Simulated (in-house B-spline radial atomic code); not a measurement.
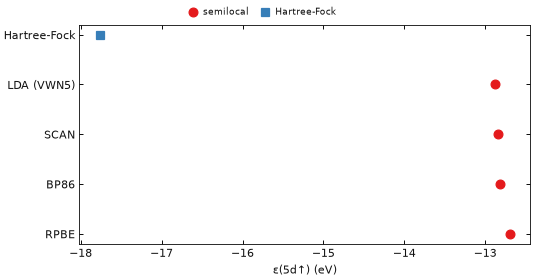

System: W⁺ (Z = 74, 73 electrons), configuration [Xe] 4f14 5d4 6s1 (high spin). All runs are scalar-relativistic, spin-polarised and spherical, computed with an in-house B-spline radial code (spin-free X2C). Hartree-Fock is the average over the configuration. The plot shows the eigenvalue (eV) of the 5d up orbital by 5 methods.

> How much do the methods differ, and in which order?

The deepest is Hartree-Fock (−17.8) and the shallowest RPBE (−12.7), a spread of 5.06 eV. In order (eV): Hartree-Fock (−17.8), LDA (VWN5) (−12.9), SCAN (−12.8), BP86 (−12.8), RPBE (−12.7). On the whole, exact exchange removes self-interaction and deepens occupied levels.
